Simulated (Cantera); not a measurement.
Input: 1 mol SiCl₄, a varied amount of NH₃, held at 1950 K and 0.100 bar.

Cantera equilibrium calculation (NASA polynomials, part measured and part estimated; ideal gas, pure solids and liquids). Candidate condensed phases: NH₄Cl, Si, Si₃N₄; 28 gas species. The tables' values for SiCl₃, SiCl, SiN are old estimates; treat these amounts as uncertain. Gases not in the tables: Si₂H₆ and higher silanes. The numbers say what is thermodynamically allowed, not how fast it happens.

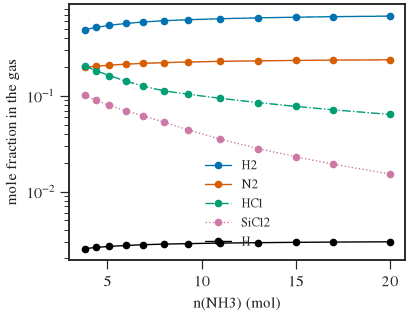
Figure: Equilibrium gas composition (values under 1e-9 drawn at 1e-9)

From 3.8 mol NH₃ to 6.9 mol NH₃ nothing is condensed. From 8 mol NH₃ to 20 mol NH₃ the condensed part is Si(l). The main Si-bearing gas is SiCl₂ throughout.
